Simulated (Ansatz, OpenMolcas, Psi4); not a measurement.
# How methods differ on [BCl2]+ (SMILES Cl[B+]Cl)

The species is [BCl2]+ (3 atoms), meant as a singlet with charge +1. SMILES: `Cl[B+]Cl`. The coordinates come from a PBE0-D4/def2-TZVP relaxation.

```xyz
3

Cl   -1.2679    0.7857   -0.6053
B     0.0000    0.0000    0.0000
Cl    1.2679   -0.7857    0.6053
```

Quantity: the HOMO–LUMO gap, in eV. The values are calculated.

| level | kind | program | value (eV) | CPU time |
| --- | --- | --- | --- | --- |
| HF/cc-pVTZ | Hartree–Fock | OpenMolcas | 15.95 | 8.9 s |
| SVWN5/cc-pVTZ | LDA | OpenMolcas | 6.34 | 13 s |
| BLYP/cc-pVTZ | GGA | OpenMolcas | 6.41 | 17 s |
| M06-L/cc-pVTZ | meta-GGA | OpenMolcas | 7.10 | 21 s |
| TPSSh/cc-pVTZ | hybrid meta-GGA | Psi4 | 7.62 | 59 s |
| HSE06/cc-pVTZ | range-separated hybrid | Psi4 | 8.01 | 79 s |
| wB97X/cc-pVTZ | range-separated hybrid | Ansatz | 13.51 | 8.2 s |
| PBE-QIDH/cc-pVTZ | double hybrid | Ansatz | 13.05 | 4 s |

The values span 6.34 to 15.95 eV. Orbital gaps aren't excitation energies, and those of double hybrids come from the SCF part alone; they tend to grow with the share of exact exchange. Times are those of the runs behind each value, whatever else they computed, on shared processors of several kinds: orders of magnitude only.

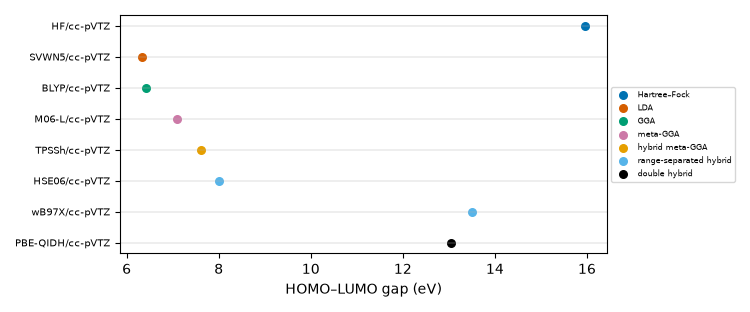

The values of the table, level by level.
